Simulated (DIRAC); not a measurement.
# CCSD(T)/dyall-v2z (X2C-SO, basis special Al:aug-cc-pVTZ, uncontracted yes, window high 103.31 Eh, window low -1.554 Eh) run of AlI (iodoaluminum)

Wanted: the energy of AlI (iodoaluminum). 

The calculation is run with DIRAC 26.1 (patched).

2 further runs of the same task are left out: 2 set aside as unsound or not needed.

## Step 1: Starting point

The species is AlI (2 atoms), meant as a singlet with charge 0. As SMILES, `[Al][I]`. Geometry: the measured bond length.

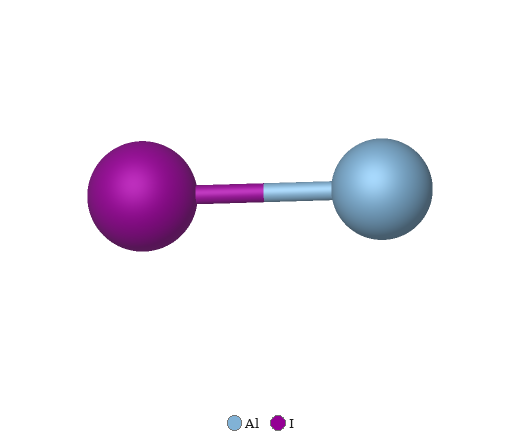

The structure, seen from a chosen angle (aluminium light blue, iodine purple).

## Step 2: The energy at CCSD(T)/dyall-v2z (X2C-SO, basis special Al:aug-cc-pVTZ, uncontracted yes, window high 103.31 Eh, window low -1.554 Eh)

Input file AlI.mol:

```
INTGRL
AlI
basis from the library
C   2              A
       13.    1
Al        0.00000000      0.00000000      0.00000000
LARGE BASIS aug-cc-pVTZ
       53.    1
I         0.00000000      0.00000000      2.53710200
LARGE BASIS dyall.v2z
FINISH
```

Input file run.inp:

```
! AlI
**DIRAC
.WAVE FUNCTION
**HAMILTONIAN
.X2C
**INTEGRALS
*READIN
.UNCONTRACT
**WAVE FUNCTION
.SCF
.RELCCSD
*SCF
.CLOSED SHELL
 66
**MOLTRA
.ACTIVE
energy -1.554 103.31 0.001
**RELCC
.ENERGY
*END OF
```

Started as:

```
$ pam --inp=run.inp --mol=AlI.mol --noarch --mw=163 --aw=368
```

What values should one expect? Wanted: total energy; HOMO energy; LUMO energy; HOMO–LUMO gap; correlation energy; (T) correction.

Answer, from the run:

Level: CCSD(T)/dyall-v2z (X2C-SO, basis special Al:aug-cc-pVTZ, uncontracted yes, window high 103.31 Eh, window low -1.554 Eh), 28 core orbitals frozen.

| quantity | value |
| --- | --- |
| total energy | -7356.57449 Eh |
| HOMO energy (Hartree–Fock orbitals) | -8.60 eV |
| LUMO energy (Hartree–Fock orbitals) | 0.39 eV |
| HOMO–LUMO gap (Hartree–Fock orbitals) | 8.99 eV |
| correlation energy (28 core orbitals frozen) | -185.9 mEh |
| (T) correction | -6.54 mEh |

What this shows: The triples make up 3.5 % of the correlation energy.
